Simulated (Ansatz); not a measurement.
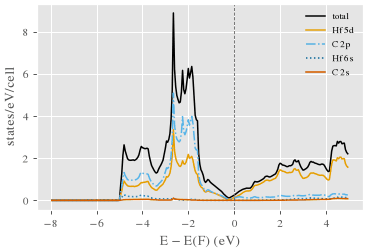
Figure: Total and projected density of states of HfC in space group P6_3/mmc (No. 194; Hf on 2d, C on 2c), the program Ansatz at the r²SCAN level (PAW)

Problem. Which orbitals carry the states next to the Fermi level?

Solution. Within 0.5 eV of the Fermi level: Hf 5d 58 %, C 2p 39 %. Projections are on Löwdin-orthogonalised atomic valence shells; empty p or d shells of many metals are not among them.

Problem. Where is the tallest occupied peak in this window, and what makes it?

Solution. Near -2.6 eV, about 8.9 states/eV per cell; the largest projected share is C 2p.

The start of the workflow was typed in or built on a structure type; the Crystallography Open Database copy checked does not list it. It is not the phase usual at ambient conditions (space group No. 225). The cell was relaxed with r²SCAN under the symmetry of its start; its stability against distortions is not shown here. The run is not spin-polarised. Spin–orbit coupling is left out wherever it is not named.

Potentials: the later of the program's two PAW sets.
